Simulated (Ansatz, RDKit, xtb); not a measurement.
# C4H8Si2: ranking a sample of isomers, part 2 of 2

Which of a sample of isomers of C4H8Si2 is the most stable in the gas at 298.15 K, and what are its properties? The sample is small against all isomers, and the most stable one of this formula need not be in it.

xtb, Ansatz and PySCF; isolated molecules. The steps go on from the part before.

### Step 7. Harmonic analysis of the finalists

The lowest few in one piece go on as finalists. In this search the thermal terms come from GFN2-xTB at its own nearest minimum. The first, c322a:

File start.xyz:

```xyz
14
c322a
C      0.813603    -2.233194     0.612971
C      1.190092    -0.925471     0.720713
C      0.257042     0.091258     0.189113
C     -0.905368    -0.360059    -0.366411
Si    -2.504872    -2.863921     1.441484
Si    -0.900802    -2.229666    -0.160700
H     -2.362741    -4.320005     1.802264
H     -2.306981    -2.034573     2.681476
H     -3.902763    -2.640939     0.925035
H     -1.055381    -3.032888    -1.425605
H      1.428546    -3.063969     0.987050
H      2.140301    -0.605039     1.182901
H      0.519068     1.161596     0.259179
H     -1.670472     0.312970    -0.778624
```

Run with:

```
$ xtb start.xyz --gfn 2 --ohess tight
```

The log of the run (excerpt; [...] marks lines left out):

```text
* xtb version 6.7.1
[...]
          :  # basis functions                  44          :
[...]
          :  # electrons                        32          :
[...]
          :  Hamiltonian                  GFN2-xTB          :
[...]
          :  net charge                          0          :
          :  unpaired electrons                  0          :
[...]
   *** convergence criteria satisfied after 13 iterations ***
[...]
   *** GEOMETRY OPTIMIZATION CONVERGED AFTER 15 ITERATIONS ***
[...]
   *** convergence criteria satisfied after 3 iterations ***
[...]
         ::                     SUMMARY                     ::
         :::::::::::::::::::::::::::::::::::::::::::::::::::::
         :: total energy             -16.016510405002 Eh    ::
         :: gradient norm              0.000128917638 Eh/a0 ::
         :: HOMO-LUMO gap              2.928532086729 eV    ::
         ::.................................................::
         :: SCC energy               -16.274036149525 Eh    ::
         :: -> isotropic ES            0.021966259452 Eh    ::
         :: -> anisotropic ES          0.003559971219 Eh    ::
         :: -> anisotropic XC          0.011551607214 Eh    ::
         :: -> dispersion             -0.010964130042 Eh    ::
         :: repulsion energy           0.257525744523 Eh    ::
         :: add. restraining           0.000000000000 Eh    ::
         :: total charge              -0.000000000000 e     ::
         :::::::::::::::::::::::::::::::::::::::::::::::::::::
[...]
        16        2.0000           -0.3663081              -9.9678 (HOMO)
        17                         -0.2586866              -7.0392 (LUMO)
[...]
molecular dipole:
                 x           y           z       tot (Debye)
 q only:       -0.430      -0.418      -0.044
   full:       -0.122      -0.084       0.053       0.399
molecular quadrupole (traceless):
[...]
          | TOTAL ENERGY              -16.016510405002 Eh   |
          | TOTAL ENTHALPY            -15.911645786553 Eh   |
          | TOTAL FREE ENERGY         -15.953734058585 Eh   |
          | GRADIENT NORM               0.000129011923 Eh/α |
[...]
```

Wall time 0.33 s (2 threads of Intel Xeon 6975P-C (Granite Rapids), shared host).

### Step 8. Thermal terms of the finalists

As xtb prints them, at 298.15 K, with its own treatment of low modes:

```tsv
label	SMILES	spin	lowest mode (cm⁻¹)	zero-point (kcal/mol)	G − E (kcal/mol)
c322a	[SiH3][SiH]1C=CC=C1	singlet	21	60.0	39.4
c731a	[SiH3]C1=CC=C[SiH2]1	singlet	66	58.6	38.4
c220a	[SiH3]C1=C[SiH2]C=C1	singlet	62	58.4	38.2
```

### Step 9. Last filter: a higher level

Each finalist gets a single point at CCSD(T)/def2-SVP + MP2/def2-TZVPP - MP2/def2-SVP.

c322a, CCSD(T)/def2-SVP:

File input.yaml:

```yaml
crystal:
  periodic: [false, false, false]
  atoms:
    - {symbol: C, position_ang: [0.813603, -2.233194, 0.612971]}
    - {symbol: C, position_ang: [1.190092, -0.925471, 0.720713]}
    - {symbol: C, position_ang: [0.257042, 0.091258, 0.189113]}
    - {symbol: C, position_ang: [-0.905368, -0.360059, -0.366411]}
    - {symbol: Si, position_ang: [-2.504872, -2.863921, 1.441484]}
    - {symbol: Si, position_ang: [-0.900802, -2.229666, -0.160700]}
    - {symbol: H, position_ang: [-2.362741, -4.320005, 1.802264]}
    - {symbol: H, position_ang: [-2.306981, -2.034573, 2.681476]}
    - {symbol: H, position_ang: [-3.902763, -2.640939, 0.925035]}
    - {symbol: H, position_ang: [-1.055381, -3.032888, -1.425605]}
    - {symbol: H, position_ang: [1.428546, -3.063969, 0.987050]}
    - {symbol: H, position_ang: [2.140301, -0.605039, 1.182901]}
    - {symbol: H, position_ang: [0.519068, 1.161596, 0.259179]}
    - {symbol: H, position_ang: [-1.670472, 0.312970, -0.778624]}
basis:
  gaussian:
    orbitals: def2-SVP
correlation:
  method: ccsd_t
  frozen_orbitals: {C: 1, H: 0, Si: 5}
```

Run with:

```
$ ansatz run input.yaml --threads 2 --pin off --max-ram 5220MiB --events-out events.jsonl --progress --plain --runs-dir runs
```

The log of the run (excerpt; [...] marks lines left out):

```text
Warning: RAYON_NUM_THREADS=2 ignored (pool sized by the plan → 2); use --threads N
Functional definition: HF
  name "HF"
[...]
1336 factors; integrals over basis functions are off by at most 1.3e-3 eV
[...]
mean field -19963.76018602 eV, -733.6546549135 hartree, gradient 1.2e-6 eV, S^2 0.000000; 0 other end points of the search recorded, 0 dependent functions left out; unrestricted orbitals would lower it
14 core orbitals not correlated: weight in the atoms' cores, before any rotation towards them, 1.000 or more for the frozen orbitals, at most 0.000 for the correlated occupied ones
reference -19963.76018602 eV, -733.6546549135 hartree; 16, 16 occupied and 102, 102 virtual orbitals, 1336 factors
second order -19.57786512 eV of doubles, -0.00000000 eV of singles
cycle   1  -20.61872839 eV  change    -1.0e0 eV  update   1.2e-1
[...]
cycle  10  -21.45482791 eV  change    2.1e-5 eV  update   1.8e-5
perturbative correction -0.87712569 eV, -0.0322337747 hartree
Total energy: -19986.09213962 eV, -734.4753390713 hartree
```

It took 8.4 s on 2 threads of Intel Xeon 6975P-C (Granite Rapids), shared host; peak memory 0.88 GiB.

### Step 10. c322a at MP2/def2-TZVPP

Edit input.yaml of step 9 so:

```diff
@@ -18,6 +18,3 @@
 basis:
-  gaussian:
-    orbitals: def2-SVP
-correlation:
-  method: ccsd_t
-  frozen_orbitals: {C: 1, H: 0, Si: 5}
+  gaussian: {orbitals: def2-TZVPP}
+correlation: {method: mp2, frozen_orbitals: {C: 1, H: 0, Si: 5}}
```

Run with:

```
$ ansatz run input.yaml --threads 2 --pin off --max-ram 5220MiB --events-out events.jsonl --progress --plain --runs-dir runs
```

The log of the run:

```text
Warning: RAYON_NUM_THREADS=2 ignored (pool sized by the plan → 2); use --threads N
[... 2 set-up lines as earlier in the session ...]
  exchange = exact_x
  correlation = 0
1868 factors; integrals over basis functions are off by at most 9.3e-4 eV
mean field evaluation 1: about -19968.7663 eV, gradient 3.7e1 eV
mean field evaluation 2: about -19969.1333 eV, gradient 3.7e1 eV
mean field evaluation 4: about -19973.8226 eV, gradient 4.9e0 eV
mean field evaluation 8: about -19973.9367 eV, gradient 4.2e-1 eV
mean field evaluation 16: about -19973.9380 eV, gradient 1.5e-6 eV
mean field -19973.93797862 eV, -734.0286818930 hartree, gradient 1.5e-6 eV, S^2 0.000000; 0 other end points of the search recorded, 0 dependent functions left out; unrestricted orbitals would lower it
14 core orbitals not correlated: weight in the atoms' cores, before any rotation towards them, 1.000 or more for the frozen orbitals, at most 0.000 for the correlated occupied ones
reference -19973.93797862 eV, -734.0286818930 hartree; 16, 16 occupied and 290, 290 virtual orbitals, 1868 factors
second order -23.93330187 eV of doubles, -0.00000000 eV of singles
Total energy: -19997.87128050 eV, -734.9082145143 hartree
```

Run time: 9.3 s. Hardware: 2 threads of Intel Xeon 6975P-C (Granite Rapids), shared host; peak memory 1 GiB.

### Step 11. c731a at CCSD(T)/def2-SVP

File input.yaml:

```yaml
crystal:
  periodic: [false, false, false]
  atoms:
    - {symbol: C, position_ang: [-0.891693, -1.963384, 0.926117]}
    - {symbol: C, position_ang: [0.464514, -1.783778, 1.019660]}
    - {symbol: C, position_ang: [1.119707, -0.861266, 0.062711]}
    - {symbol: C, position_ang: [0.317367, -0.249482, -0.853028]}
    - {symbol: Si, position_ang: [-1.886778, -3.081584, 2.038470]}
    - {symbol: Si, position_ang: [-1.430519, -0.862215, -0.515518]}
    - {symbol: H, position_ang: [-2.953725, -2.306131, 2.767839]}
    - {symbol: H, position_ang: [-0.982983, -3.737934, 3.049686]}
    - {symbol: H, position_ang: [-2.585456, -4.152875, 1.240943]}
    - {symbol: H, position_ang: [1.085823, -2.297357, 1.777081]}
    - {symbol: H, position_ang: [2.210964, -0.702617, 0.120631]}
    - {symbol: H, position_ang: [0.703201, 0.452251, -1.606351]}
    - {symbol: H, position_ang: [-2.041453, -1.628934, -1.658625]}
    - {symbol: H, position_ang: [-2.391742, 0.224169, -0.110967]}
basis:
  gaussian: {orbitals: def2-SVP}
correlation: {method: ccsd_t, frozen_orbitals: {C: 1, H: 0, Si: 5}}
```

Run with:

```
$ ansatz run input.yaml --threads 2 --pin off --max-ram 5220MiB --events-out events.jsonl --progress --plain --runs-dir runs
```

The log of the run (excerpt; [...] marks lines left out):

```text
Warning: RAYON_NUM_THREADS=2 ignored (pool sized by the plan → 2); use --threads N
[... 2 set-up lines as earlier in the session ...]
[...]
1329 factors; integrals over basis functions are off by at most 1.5e-3 eV
[...]
mean field -19963.92500487 eV, -733.6607118947 hartree, gradient 8.5e-7 eV, S^2 0.000000; 0 other end points of the search recorded, 0 dependent functions left out; unrestricted orbitals would lower it
14 core orbitals not correlated: weight in the atoms' cores, before any rotation towards them, 1.000 or more for the frozen orbitals, at most 0.000 for the correlated occupied ones
reference -19963.92500487 eV, -733.6607118947 hartree; 16, 16 occupied and 102, 102 virtual orbitals, 1329 factors
second order -19.52939748 eV of doubles, -0.00000000 eV of singles
cycle   1  -20.52083199 eV  change   -9.9e-1 eV  update   1.2e-1
[...]
cycle  10  -21.36828605 eV  change    2.4e-5 eV  update   1.8e-5
perturbative correction -0.87337176 eV, -0.0320958201 hartree
Total energy: -19986.16666268 eV, -734.4780777430 hartree
```

It took 9 s on 2 threads of Intel Xeon 6975P-C (Granite Rapids), shared host; peak memory 0.88 GiB.

For c322a, c731a, c220a the log finds that unrestricted Hartree-Fock orbitals lie lower, a sign to watch the closed-shell reference there.

### Step 12. Putting it together

Energies in kcal/mol from c731a; G adds the thermal terms to the CCSD(T)/def2-SVP + MP2/def2-TZVPP - MP2/def2-SVP energy. The columns left of the relaxed level are at the tight-binding geometries.

```tsv
label	SMILES	spin	GFN2-xTB	HF/STO-3G	r2SCAN-D4/def2-SVP	PBE-D3(BJ)/def2-SVP	HF/def2-SVP	MP2/def2-SVP	CCSD(T)/def2-SVP + MP2/def2-TZVPP - MP2/def2-SVP	G	share at equilibrium	T1
c731a	[SiH3]C1=CC=C[SiH2]1	singlet	0.0	0.0	0.0	0.0	0.0	0.0	0.0	0.0	98.6 %	0.013
c322a	[SiH3][SiH]1C=CC=C1	singlet	7.2	-2.0	0.9	-1.6	3.8	2.7	1.8	2.8	0.9 %	0.013
c220a	[SiH3]C1=C[SiH2]C=C1	singlet	0.9	0.9	3.8	3.4	3.6	3.5	3.2	3.1	0.5 %	0.013
```

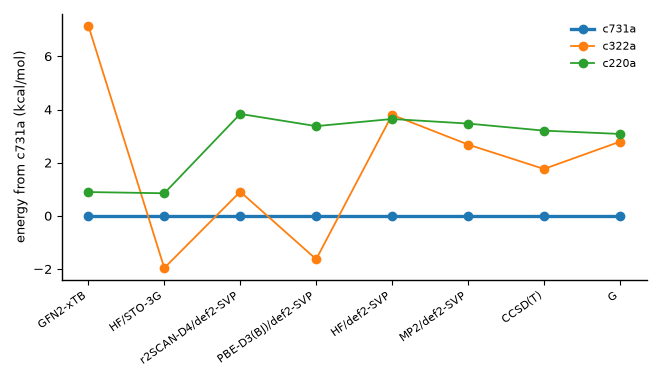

The finalists at each level, measured from c731a.

Lowest found: c731a, `[SiH3]C1=CC=C[SiH2]1`, a singlet. Bond lengths: C1–C2 1.371 Å, C2–C3 1.482 Å, C3–C4 1.363 Å, C1–Si5 1.865 Å, C1–Si6 1.892 Å, C4–Si6 1.883 Å, Si5–H7 1.507 Å, Si5–H8 1.507 Å, Si5–H9 1.507 Å, C2–H10 1.106 Å, C3–H11 1.104 Å, C4–H12 1.099 Å, Si6–H13 1.506 Å, Si6–H14 1.506 Å. Some angles: C1–C2–C3 118.3°, C2–C1–Si5 124.4°, C2–C1–Si6 104.9°, Si5–C1–Si6 130.6°, C2–C3–C4 116.9°, C3–C4–Si6 106.3°, C1–Si6–C4 93.5°, C1–C2–H10 122.8°, C3–C2–H10 118.9°, C2–C3–H11 119.5°.

```xyz
14

C    -0.8917   -1.9634    0.9261
C     0.4645   -1.7838    1.0197
C     1.1197   -0.8613    0.0627
C     0.3174   -0.2495   -0.8530
Si   -1.8868   -3.0816    2.0385
Si   -1.4305   -0.8622   -0.5155
H    -2.9537   -2.3061    2.7678
H    -0.9830   -3.7379    3.0497
H    -2.5855   -4.1529    1.2409
H     1.0858   -2.2974    1.7771
H     2.2110   -0.7026    0.1206
H     0.7032    0.4523   -1.6064
H    -2.0415   -1.6289   -1.6586
H    -2.3917    0.2242   -0.1110
```

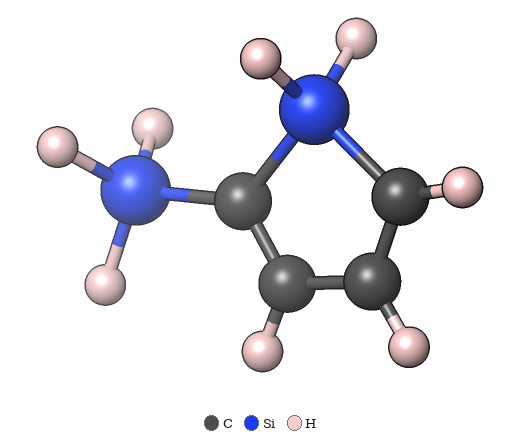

The lowest structure found, seen from a chosen angle (carbon dark grey, silicon blue, hydrogen pink).

### Step 13. Summary of results

This closing draws on all 2 parts.

```
                                 quantity                                                                  value
                   lowest structure found                                          [SiH3]C1=CC=C[SiH2]1, singlet
                            next finalist                 [SiH3][SiH]1C=CC=C1, singlet, 2.8 kcal/mol higher in G
share at equilibrium, among the finalists                                                                 98.6 %
                                   funnel  3 starts, 3 minima at GFN2-xTB, 6 screening runs, 3 relaxed, 3 ranked
                     CPU time of all runs                                                                3.1 min
```

`[SiH3]C1=CC=C[SiH2]1` comes out lowest. The margin, 2.8 kcal/mol, is modest. GFN2-xTB, r2SCAN-D4/def2-SVP, HF/def2-SVP and MP2/def2-SVP already put its bonding pattern lowest among the structures in one piece; HF/STO-3G and PBE-D3(BJ)/def2-SVP favour the singlet [SiH3][SiH]1C=CC=C1. The largest share of the time went into the final energies (56 %). The search is not exhaustive (a finite list of starts, one conformer a finalist), so a lower isomer can't be ruled out. Only 3 drawn patterns were tried, so whole families of isomers are missing, and the result ranks this sample alone.
